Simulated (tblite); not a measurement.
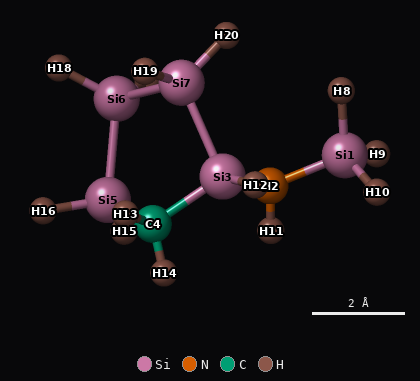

*The structure as given in the input (ball-and-stick view, seen on its broad side; atoms are numbered from 1 in the order of the input).*

Bond lengths as drawn: C–H 1.10 to 1.14 Å, C–Si 1.84 to 1.86 Å, H–N 1.04 Å, H–Si 1.46 to 1.49 Å, N–Si 1.79 Å and Si–Si 2.24 to 2.25 Å.

Run report: CH₁₃NSi₅, geometry relaxation

CH₁₃NSi₅, computed with GFN2-xTB geometry optimisation, gas phase (tblite 0.8.0).

It belongs to a series of runs on one base structure; here: H on Si replaced by NHSiH3.

Input file
```
{"job": {"kind": "relax", "xc": "GFN2-xTB", "basis": "xTB"}, "charge": 0, "multiplicity": 1}
Si     2.959600     1.052600    -0.066100
N      1.490400     0.304000    -0.761900
Si     0.630400    -0.738200     0.405000
C     -0.636600    -1.800400    -0.441600
Si    -1.900800    -0.733700    -1.238500
Si    -2.231100     1.048800     0.078200
Si    -0.705200     0.564200     1.661100
H      2.630100     1.769500     1.195700
H      3.453800     2.090300    -0.991700
H      3.950900     0.007400     0.181300
H      1.677500    -0.182200    -1.660800
H      1.530000    -1.507900     1.276200
H     -1.147300    -2.396700     0.379300
H     -0.159500    -2.541300    -1.107000
H     -1.570100    -0.335000    -2.611700
H     -3.178500    -1.482900    -1.207600
H     -1.811100     2.295100    -0.571800
H     -3.585100     1.085600     0.610100
H     -1.381600    -0.230700     2.690700
H     -0.020700     1.742300     2.178100
```

The first line tells a small driver script what to run in tblite; the rest is the geometry in Å.

Machine: 1 CPU thread, shared host.

Launched with:
```bash
OMP_NUM_THREADS=1 python <driver script> task.json out
```

Output
```
step      E/eV     max force
  0    -552.51472    2.254
  1    -552.71377    0.925
  2    -552.80004    0.711
  3    -552.87936    0.861
  4    -552.97423    0.881
  5    -553.05219    0.638
  6    -553.10665    0.623
  7    -553.14864    0.549
  8    -553.18474    0.447
  9    -553.21537    0.427
 10    -553.23900    0.410
 11    -553.25460    0.328
 12    -553.26645    0.238
 13    -553.27321    0.190
 14    -553.27696    0.143
 15    -553.28069    0.171
 16    -553.28530    0.245
 17    -553.29080    0.265
 18    -553.29561    0.163
 19    -553.29897    0.131
 20    -553.30160    0.127
 21    -553.30432    0.196
 22    -553.30732    0.199
 23    -553.31041    0.145
 24    -553.31355    0.117
 25    -553.31659    0.149
 26    -553.31924    0.173
 27    -553.32142    0.148
 28    -553.32334    0.123
 29    -553.32551    0.129
 30    -553.32797    0.151
 31    -553.33008    0.143
 32    -553.33146    0.106
 33    -553.33242    0.066
 34    -553.33331    0.072
 35    -553.33425    0.094
 36    -553.33510    0.082
 37    -553.33579    0.075
 38    -553.33645    0.064
 39    -553.33721    0.073
 40    -553.33806    0.088
 41    -553.33887    0.077
 42    -553.33955    0.072
 43    -553.34014    0.057
 44    -553.34075    0.059
 45    -553.34148    0.074
 46    -553.34227    0.074
 47    -553.34295    0.067
 48    -553.34343    0.044
 49    -553.34379    0.051
 50    -553.34421    0.052
 51    -553.34472    0.055
 52    -553.34517    0.043
 53    -553.34545    0.029
 54    -553.34562    0.035
 55    -553.34585    0.045
 56    -553.34623    0.055
 57    -553.34669    0.051
 58    -553.34704    0.029
 59    -553.34722    0.026
 60    -553.34737    0.035
 61    -553.34764    0.050
 62    -553.34811    0.062
 63    -553.34878    0.070
 64    -553.34947    0.077
 65    -553.35002    0.063
 66    -553.35043    0.050
 67    -553.35082    0.051
 68    -553.35124    0.050
 69    -553.35169    0.075
 70    -553.35223    0.088
 71    -553.35289    0.079
 72    -553.35364    0.101
 73    -553.35433    0.068
 74    -553.35487    0.067
 75    -553.35533    0.056
 76    -553.35589    0.058
 77    -553.35647    0.049
 78    -553.35676    0.022
 79    -553.35688    0.026
 80    -553.35695    0.019
 81    -553.35706    0.019
 82    -553.35713    0.026
 83    -553.35727    0.024
 84    -553.35734    0.019
 85    -553.35738    0.013
 86    -553.35741    0.013
 87    -553.35747    0.019
 88    -553.35755    0.023
 89    -553.35764    0.023
 90    -553.35771    0.011
 91    -553.35774    0.010
```

Trajectory as extended XYZ (Å, eV, eV/Å), 11 of the 92 frames kept, from step=0 to step=91
```
20
Properties=species:S:1:pos:R:3:forces:R:3 step=0 energy=-552.51472
Si    2.9596    1.0526   -0.0661   -0.7560   0.2370  -0.3420
N     1.4904    0.3040   -0.7619    0.7620  -0.8250   0.4290
Si    0.6304   -0.7382    0.4050    1.4450   0.6200   0.0560
C    -0.6366   -1.8004   -0.4416    0.4330  -2.1290   0.6010
Si   -1.9008   -0.7337   -1.2385   -1.5670   0.0070  -1.4440
Si   -2.2311    1.0488    0.0782   -0.3560   0.9890   0.1040
Si   -0.7052    0.5642    1.6611    0.1360   0.5480   0.8410
H     2.6301    1.7695    1.1957   -0.0490  -0.3960  -0.3810
H     3.4538    2.0903   -0.9917   -0.1240  -0.3230  -0.0220
H     3.9509    0.0074    0.1813    0.0950   0.0360   0.0240
H     1.6775   -0.1822   -1.6608   -0.1680   0.6470   0.8460
H     1.5300   -1.5079    1.2762    0.2000  -0.3380  -0.2030
H    -1.1473   -2.3967    0.3793    0.6080   0.5290  -0.9100
H    -0.1595   -2.5413   -1.1070   -0.3780   0.2460   0.2070
H    -1.5701   -0.3350   -2.6117    0.0470  -0.2620  -0.0480
H    -3.1785   -1.4829   -1.2076    0.1590  -0.1240  -0.3160
H    -1.8111    2.2951   -0.5718   -0.3500   0.1050  -0.0070
H    -3.5851    1.0856    0.6101   -0.2750   0.3070  -0.0950
H    -1.3816   -0.2307    2.6907    0.1690   0.1020   0.2790
H    -0.0207    1.7423    2.1781   -0.0300   0.0220   0.3810
20
Properties=species:S:1:pos:R:3:forces:R:3 step=9 energy=-553.21537
Si    2.9940    1.0615   -0.0841   -0.1440  -0.0470   0.0010
N     1.5900    0.1927   -0.6220    0.1350   0.0730   0.0650
Si    0.6773   -0.7947    0.5049    0.3130   0.2530  -0.1420
C    -0.6173   -1.7989   -0.4765    0.1360  -0.0730   0.2440
Si   -1.9892   -0.7543   -1.2942   -0.2290  -0.0330  -0.1340
Si   -2.2694    1.1021    0.0871    0.0260   0.0850   0.0460
Si   -0.6718    0.6482    1.7312    0.0480  -0.0530  -0.0110
H     2.5586    1.7023    1.1693    0.1300  -0.0400  -0.2030
H     3.4160    2.0416   -1.1081   -0.1460  -0.2790   0.1830
H     4.0410    0.0636    0.1950    0.0980   0.2200  -0.0080
H     1.6275   -0.0864   -1.5927   -0.1400  -0.0370   0.1850
H     1.6452   -1.6723    1.2155   -0.1900  -0.0490  -0.1270
H    -1.0776   -2.3930    0.3093   -0.2370  -0.1530   0.0520
H    -0.1832   -2.5356   -1.1484    0.0650   0.1460  -0.1490
H    -1.5790   -0.4569   -2.6801   -0.0510  -0.0560   0.0690
H    -3.2139   -1.5978   -1.3804    0.2560   0.1150  -0.0720
H    -1.9772    2.3855   -0.5889   -0.1010  -0.1230   0.0230
H    -3.6633    1.2523    0.5518    0.0740   0.0360  -0.0510
H    -1.2906   -0.1448    2.8163    0.0400   0.1420   0.0420
H    -0.0222    1.7956    2.3918   -0.0830  -0.1250  -0.0130
20
Properties=species:S:1:pos:R:3:forces:R:3 step=18 energy=-553.29561
Si    3.0066    1.0344   -0.0780    0.0070   0.0620  -0.0280
N     1.5955    0.1770   -0.5893    0.0870  -0.0240   0.0470
Si    0.6713   -0.7961    0.5283    0.0810   0.0100   0.0050
C    -0.6299   -1.7847   -0.4470    0.0080  -0.0690  -0.0530
Si   -1.9912   -0.7447   -1.2919   -0.1530   0.0310  -0.0470
Si   -2.2675    1.1101    0.1059   -0.0290  -0.0100  -0.0710
Si   -0.6613    0.6464    1.7497   -0.0880   0.0550   0.0080
H     2.6007    1.7177    1.1507    0.0230  -0.0090  -0.0220
H     3.3634    1.9727   -1.1398   -0.0400  -0.0250  -0.0460
H     4.1525    0.1598    0.2110   -0.0370   0.0090  -0.0140
H     1.5720   -0.0879   -1.5626   -0.0190   0.0000   0.1080
H     1.5984   -1.7538    1.1616   -0.0120  -0.0470   0.0470
H    -1.1043   -2.4493    0.2746   -0.0560   0.0020   0.0380
H    -0.1625   -2.4467   -1.1688    0.0790  -0.0420  -0.1300
H    -1.5793   -0.4835   -2.6838    0.0250   0.0390   0.0660
H    -3.1719   -1.6208   -1.4425    0.0550   0.0580   0.0150
H    -2.0249    2.3756   -0.6153    0.0120  -0.0590   0.0350
H    -3.6663    1.2789    0.5428    0.0420  -0.0260   0.0180
H    -1.2729   -0.0843    2.8736   -0.0350  -0.0060   0.0410
H    -0.0336    1.7901    2.4177    0.0490   0.0510  -0.0170
20
Properties=species:S:1:pos:R:3:forces:R:3 step=27 energy=-553.32142
Si    3.0248    1.0513   -0.0886   -0.0060  -0.0220   0.0100
N     1.6284    0.1300   -0.5145   -0.0090   0.0200  -0.0230
Si    0.6488   -0.8193    0.5716    0.0560  -0.0350   0.0170
C    -0.6226   -1.7886   -0.4725   -0.0400   0.0010  -0.0260
Si   -1.9921   -0.7475   -1.2941   -0.0910   0.1090  -0.0410
Si   -2.2753    1.0930    0.1065   -0.0190   0.0060  -0.0020
Si   -0.6860    0.6537    1.7680    0.0110  -0.0190  -0.0180
H     2.6560    1.7543    1.1402    0.0000   0.0450  -0.0330
H     3.3010    1.9361   -1.2227   -0.0280  -0.0260   0.0450
H     4.2028    0.2206    0.2017   -0.0180   0.0000  -0.0480
H     1.5401   -0.0962   -1.4914    0.0230  -0.0150  -0.0010
H     1.5357   -1.8245    1.1850    0.0220  -0.0220   0.1040
H    -1.1162   -2.4788    0.2115    0.0470  -0.0780   0.0230
H    -0.1346   -2.4073   -1.2219    0.0530  -0.0420   0.0030
H    -1.5493   -0.4274   -2.6594   -0.0120   0.0180  -0.0300
H    -3.1716   -1.6147   -1.4633    0.0300   0.0240  -0.0260
H    -2.0175    2.3470   -0.6251   -0.0270  -0.0180   0.0430
H    -3.6631    1.2553    0.5711    0.0020   0.0130  -0.0130
H    -1.2991   -0.0358    2.9189   -0.0020   0.0300   0.0160
H    -0.0153    1.8093    2.3760    0.0080   0.0100  -0.0010
20
Properties=species:S:1:pos:R:3:forces:R:3 step=36 energy=-553.33510
Si    3.0207    1.0510   -0.0899   -0.0040  -0.0090  -0.0200
N     1.6327    0.0972   -0.4732    0.0130  -0.0200  -0.0080
Si    0.6443   -0.8598    0.5995    0.0050   0.0540   0.0610
C    -0.6152   -1.8002   -0.4912    0.0030   0.0310  -0.0070
Si   -1.9835   -0.7346   -1.3035   -0.0340   0.0680   0.0080
Si   -2.2828    1.0837    0.1245   -0.0070  -0.0030  -0.0270
Si   -0.6837    0.6435    1.7736   -0.0050   0.0010  -0.0040
H     2.6865    1.8106    1.1134   -0.0170  -0.0160   0.0040
H     3.2459    1.9102   -1.2519   -0.0050   0.0120  -0.0080
H     4.2218    0.2427    0.1628   -0.0270  -0.0070   0.0040
H     1.5419   -0.1232   -1.4516    0.0010  -0.0410   0.0040
H     1.5012   -1.8614    1.2718   -0.0160   0.0360  -0.0120
H    -1.1017   -2.5239    0.1640    0.0000  -0.0350  -0.0280
H    -0.1039   -2.3852   -1.2537    0.0110  -0.0310  -0.0020
H    -1.5460   -0.3739   -2.6630    0.0130  -0.0150   0.0200
H    -3.1640   -1.5921   -1.5038    0.0300  -0.0040  -0.0140
H    -2.0316    2.3409   -0.6020   -0.0190   0.0020   0.0310
H    -3.6730    1.2492    0.5836    0.0220  -0.0140  -0.0130
H    -1.3126    0.0191    2.9521    0.0220  -0.0020   0.0130
H    -0.0023    1.8170    2.3357    0.0150  -0.0070  -0.0020
20
Properties=species:S:1:pos:R:3:forces:R:3 step=46 energy=-553.34227
Si    3.0058    1.0460   -0.1087    0.0030  -0.0190   0.0160
N     1.6340    0.0591   -0.4596   -0.0350  -0.0010  -0.0100
Si    0.6266   -0.8626    0.6242   -0.0190   0.0220   0.0670
C    -0.6081   -1.7983   -0.5003    0.0140   0.0210  -0.0090
Si   -1.9689   -0.7174   -1.3104    0.0190   0.0630   0.0330
Si   -2.2886    1.0899    0.1363   -0.0260  -0.0430  -0.0410
Si   -0.6916    0.6549    1.7869    0.0340  -0.0130  -0.0140
H     2.6769    1.8129    1.0914   -0.0240  -0.0130   0.0040
H     3.2028    1.9057   -1.2761    0.0000  -0.0120  -0.0080
H     4.2119    0.2460    0.1447    0.0010   0.0140  -0.0120
H     1.5478   -0.2064   -1.4265    0.0350  -0.0040  -0.0450
H     1.4717   -1.8477    1.3281    0.0000  -0.0200  -0.0020
H    -1.0954   -2.5582    0.1108   -0.0100   0.0110   0.0300
H    -0.0704   -2.3502   -1.2698    0.0070  -0.0060  -0.0280
H    -1.5146   -0.3454   -2.6607    0.0200   0.0100   0.0100
H    -3.1329   -1.5852   -1.5459   -0.0200  -0.0040   0.0000
H    -2.0618    2.3685   -0.5595   -0.0020  -0.0120   0.0070
H    -3.6850    1.2234    0.5854    0.0080  -0.0180   0.0050
H    -1.2902    0.0525    2.9922    0.0010   0.0070  -0.0060
H     0.0250    1.8232    2.3144   -0.0070   0.0140   0.0040
20
Properties=species:S:1:pos:R:3:forces:R:3 step=55 energy=-553.34585
Si    2.9907    1.0366   -0.1175    0.0180   0.0150   0.0200
N     1.6224    0.0455   -0.4637    0.0080  -0.0130   0.0060
Si    0.6237   -0.8623    0.6400   -0.0300   0.0000  -0.0030
C    -0.6003   -1.7890   -0.5028   -0.0080  -0.0070  -0.0020
Si   -1.9546   -0.7038   -1.3151    0.0200   0.0320   0.0250
Si   -2.2966    1.0839    0.1420   -0.0030  -0.0120   0.0020
Si   -0.6897    0.6684    1.7892    0.0340  -0.0170  -0.0030
H     2.6478    1.7943    1.0836   -0.0070   0.0030   0.0050
H     3.1786    1.8891   -1.2904    0.0040   0.0180  -0.0170
H     4.2091    0.2552    0.1299    0.0080  -0.0040   0.0020
H     1.5713   -0.2612   -1.4215    0.0020  -0.0160  -0.0160
H     1.4556   -1.8546    1.3526   -0.0020   0.0020  -0.0160
H    -1.0916   -2.5572    0.0943   -0.0080  -0.0060   0.0240
H    -0.0564   -2.3271   -1.2787    0.0050  -0.0150   0.0100
H    -1.4770   -0.3183   -2.6527   -0.0020   0.0100  -0.0070
H    -3.1172   -1.5707   -1.5640   -0.0080   0.0040  -0.0180
H    -2.0827    2.3737   -0.5342   -0.0120   0.0060  -0.0100
H    -3.6939    1.1911    0.5932    0.0000  -0.0090   0.0110
H    -1.2755    0.0773    3.0060   -0.0070  -0.0010  -0.0040
H     0.0311    1.8396    2.3067   -0.0130   0.0100  -0.0110
20
Properties=species:S:1:pos:R:3:forces:R:3 step=64 energy=-553.34947
Si    2.9860    1.0334   -0.1281   -0.0030  -0.0010  -0.0030
N     1.6375    0.0125   -0.4716    0.0220   0.0060  -0.0110
Si    0.6220   -0.8681    0.6410    0.0450  -0.0010  -0.0230
C    -0.6076   -1.7939   -0.4958   -0.0050   0.0240   0.0020
Si   -1.9351   -0.6831   -1.3192   -0.0120  -0.0070  -0.0200
Si   -2.3005    1.0790    0.1593   -0.0430   0.0070  -0.0640
Si   -0.6772    0.6797    1.7843    0.0230  -0.0340   0.0080
H     2.6153    1.7777    1.0719    0.0020   0.0230   0.0210
H     3.1615    1.8978   -1.2974   -0.0020  -0.0240   0.0170
H     4.2177    0.2740    0.1275   -0.0020   0.0120  -0.0120
H     1.6166   -0.3282   -1.4202   -0.0150  -0.0070   0.0270
H     1.4457   -1.8691    1.3526   -0.0120   0.0120   0.0060
H    -1.1114   -2.5492    0.1083   -0.0090   0.0130  -0.0140
H    -0.0610   -2.3438   -1.2617   -0.0310  -0.0170   0.0070
H    -1.4346   -0.2657   -2.6403    0.0080  -0.0150   0.0230
H    -3.1023   -1.5311   -1.6129    0.0130  -0.0030  -0.0120
H    -2.1399    2.3765   -0.5178   -0.0060   0.0040   0.0080
H    -3.6933    1.1394    0.6290   -0.0180  -0.0020   0.0170
H    -1.2611    0.1005    3.0069    0.0050  -0.0110   0.0130
H     0.0167    1.8724    2.2812    0.0400   0.0220   0.0080
20
Properties=species:S:1:pos:R:3:forces:R:3 step=73 energy=-553.35433
Si    2.9853    1.0356   -0.1265   -0.0160  -0.0180  -0.0410
N     1.6702   -0.0296   -0.4747    0.0030   0.0110   0.0270
Si    0.6264   -0.8783    0.6359    0.0100  -0.0020  -0.0180
C    -0.6286   -1.7892   -0.4880   -0.0130   0.0030   0.0040
Si   -1.9257   -0.6631   -1.3367    0.0010   0.0160  -0.0130
Si   -2.3247    1.0710    0.1665   -0.0130   0.0130  -0.0140
Si   -0.6630    0.6889    1.7646    0.0040  -0.0230   0.0090
H     2.5975    1.7870    1.0663    0.0000  -0.0300  -0.0170
H     3.1410    1.8982   -1.2987   -0.0080  -0.0010  -0.0090
H     4.2439    0.3187    0.1219   -0.0190   0.0000   0.0130
H     1.6688   -0.4040   -1.4114    0.0310   0.0450   0.0410
H     1.4296   -1.8869    1.3625   -0.0270   0.0150  -0.0040
H    -1.1611   -2.5105    0.1332    0.0030  -0.0020   0.0100
H    -0.1067   -2.3806   -1.2401   -0.0020   0.0010   0.0090
H    -1.3615   -0.2137   -2.6205   -0.0090  -0.0130   0.0020
H    -3.0802   -1.5033   -1.6986    0.0270   0.0090  -0.0080
H    -2.2269    2.3852   -0.4947   -0.0120  -0.0360   0.0280
H    -3.7012    1.0746    0.6902    0.0000   0.0010  -0.0160
H    -1.2209    0.1199    3.0057    0.0050   0.0010  -0.0030
H     0.0325    1.8907    2.2399    0.0330   0.0100   0.0000
20
Properties=species:S:1:pos:R:3:forces:R:3 step=82 energy=-553.35713
Si    2.9801    1.0354   -0.1391   -0.0090  -0.0030  -0.0010
N     1.6910   -0.0675   -0.4591    0.0010  -0.0010  -0.0210
Si    0.6177   -0.8888    0.6422    0.0140   0.0080  -0.0100
C    -0.6428   -1.7845   -0.4863    0.0070   0.0040   0.0060
Si   -1.9074   -0.6363   -1.3522    0.0030   0.0030   0.0020
Si   -2.3442    1.0585    0.1852   -0.0060   0.0100  -0.0100
Si   -0.6517    0.6997    1.7582   -0.0060  -0.0050   0.0050
H     2.5800    1.7844    1.0491    0.0020   0.0020   0.0010
H     3.1004    1.8859   -1.3245    0.0010   0.0030  -0.0050
H     4.2573    0.3549    0.1104    0.0000  -0.0100   0.0040
H     1.7236   -0.4711   -1.3827   -0.0070   0.0110   0.0230
H     1.3889   -1.9037    1.3915   -0.0050  -0.0060  -0.0020
H    -1.1922   -2.4927    0.1353   -0.0050   0.0010   0.0000
H    -0.1256   -2.3882   -1.2314    0.0030  -0.0080   0.0060
H    -1.2979   -0.1620   -2.6053   -0.0020   0.0030  -0.0030
H    -3.0420   -1.4704   -1.7791   -0.0060   0.0000  -0.0050
H    -2.3030    2.3845   -0.4551   -0.0020  -0.0130   0.0140
H    -3.7132    1.0112    0.7269    0.0040  -0.0090  -0.0140
H    -1.1871    0.1549    3.0191    0.0030   0.0070   0.0080
H     0.0627    1.9063    2.1936    0.0100   0.0040   0.0020
20
Properties=species:S:1:pos:R:3:forces:R:3 step=91 energy=-553.35774
Si    2.9792    1.0357   -0.1410    0.0010   0.0000   0.0000
N     1.6905   -0.0677   -0.4605    0.0000   0.0020   0.0010
Si    0.6175   -0.8875    0.6417    0.0020  -0.0010   0.0010
C    -0.6448   -1.7828   -0.4846   -0.0010  -0.0010   0.0050
Si   -1.9016   -0.6326   -1.3586    0.0020   0.0040   0.0020
Si   -2.3470    1.0520    0.1874    0.0010   0.0000  -0.0040
Si   -0.6499    0.7018    1.7595   -0.0020  -0.0010   0.0030
H     2.5822    1.7874    1.0466   -0.0040   0.0000  -0.0020
H     3.1001    1.8849   -1.3277    0.0020  -0.0020   0.0000
H     4.2550    0.3536    0.1123    0.0010  -0.0070  -0.0020
H     1.7266   -0.4768   -1.3812   -0.0050   0.0080   0.0030
H     1.3806   -1.9102    1.3888    0.0070   0.0030   0.0000
H    -1.2016   -2.4795    0.1436   -0.0050  -0.0070  -0.0030
H    -0.1291   -2.3994   -1.2201   -0.0070   0.0030  -0.0030
H    -1.2876   -0.1497   -2.6057    0.0060  -0.0010  -0.0050
H    -3.0366   -1.4612   -1.7971    0.0050   0.0000   0.0010
H    -2.3182    2.3838   -0.4393    0.0000  -0.0020   0.0040
H    -3.7183    0.9832    0.7193   -0.0010  -0.0030   0.0040
H    -1.1764    0.1684    3.0292    0.0010   0.0010  -0.0020
H     0.0742    1.9071    2.1845   -0.0030   0.0050  -0.0040
```

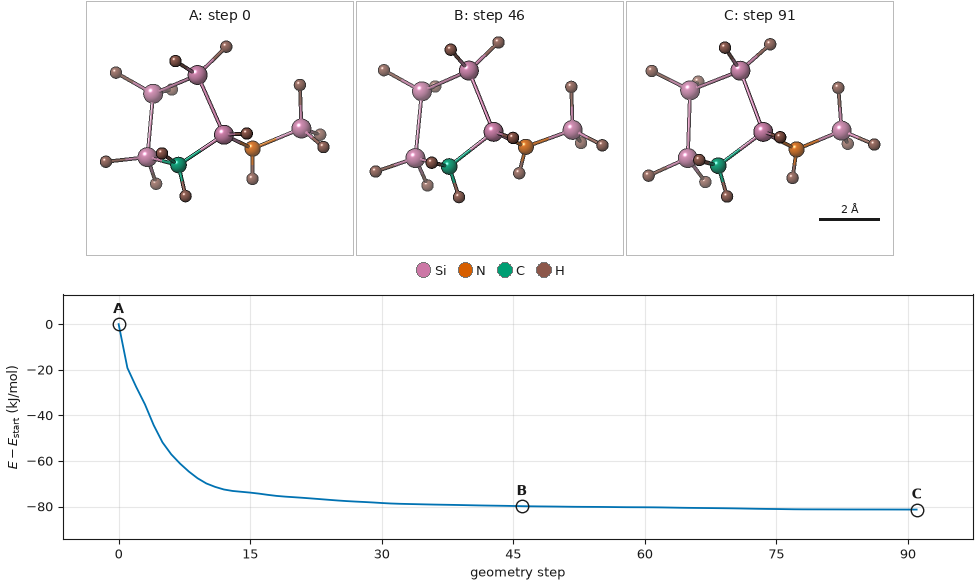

*Frames of the relaxation (ball-and-stick view, seen at a tilt) above the curves, on which the letters mark them (steps are counted from 0).*

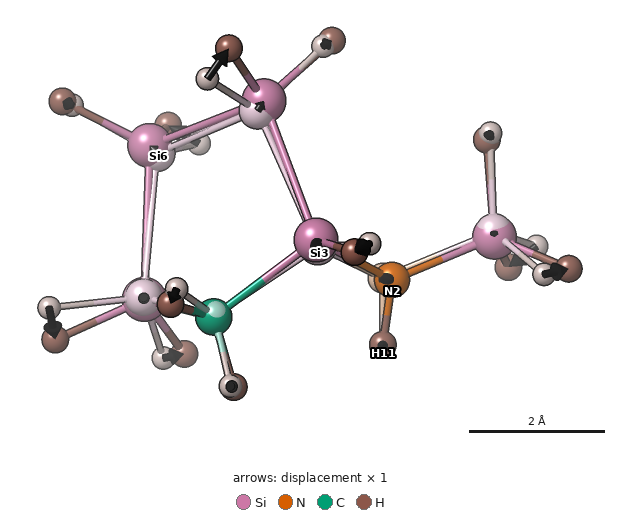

*Start (faint) and end (solid) with the displacements as black arrows, at true length (ball-and-stick view, seen at a tilt). The two geometries are laid on each other by the best rigid fit.*

H16 moves most after the best rigid fit: 0.60 Å. Largest moves by element: H 0.60 Å, N 0.52 Å, Si 0.28 Å, C 0.05 Å. Distances before and after: Si5–Si6 2.241 → 2.329 Å, Si6–Si7 2.251 → 2.340 Å, C4–Si5 1.836 → 1.915 Å, Si3–Si7 2.249 → 2.320 Å. Among the angles that change: Si1–N2–Si3 112.7° → 130.0°, Si6–Si5–H16 105.2° → 117.2°, H17–Si6–H18 114.0° → 102.4°. Over 91 geometry steps the energy falls by 81.3 kJ/mol. The largest force component goes from 2.1 to 0.008 eV/Å. (Atoms are counted from 1 in the order of the input.)

Key numbers

```csv
quantity,value
outcome,converged
total energy,−553.3577 eV
wall time,1.1 s
peak memory,0.18 GiB
```
